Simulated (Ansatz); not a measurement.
```yaml
crystal:
  periodic: [false, false, false]
  atoms:
    - {symbol: O, position_ang: [-0.719600, -1.647300, 2.233800]}
    - {symbol: Si, position_ang: [-0.355400, -0.646700, 1.088100]}
    - {symbol: Si, position_ang: [0.117700, 0.520100, -0.782300]}
    - {symbol: H, position_ang: [-0.313900, 0.193900, -2.092200]}
    - {symbol: H, position_ang: [1.122400, 1.586400, -0.561400]}
basis:
  gaussian: {orbitals: def2-TZVPP}
hamiltonian: {xc: lda}
output: {forces: true}
```

Geometry: atoms displaced at random (about 0.07 Å) from a stationary point of GFN2-xTB.

Work out the structure from the coordinates.

Formula H₂OSi₂. As SMILES it reads `O=[Si]=[SiH2]`. Among its groups: Si–H bond. Coordination, clear cases only: 1 Si trigonal planar.

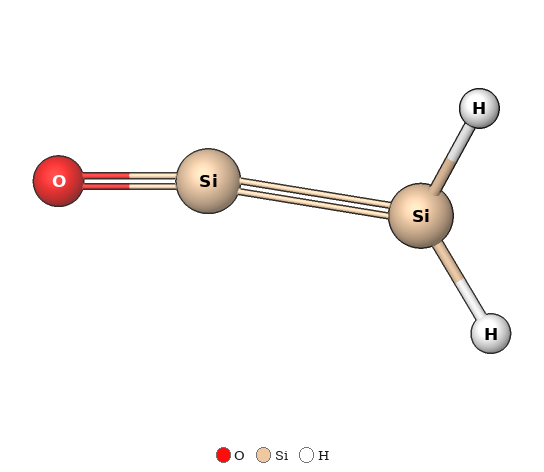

Source: calculation with Ansatz.
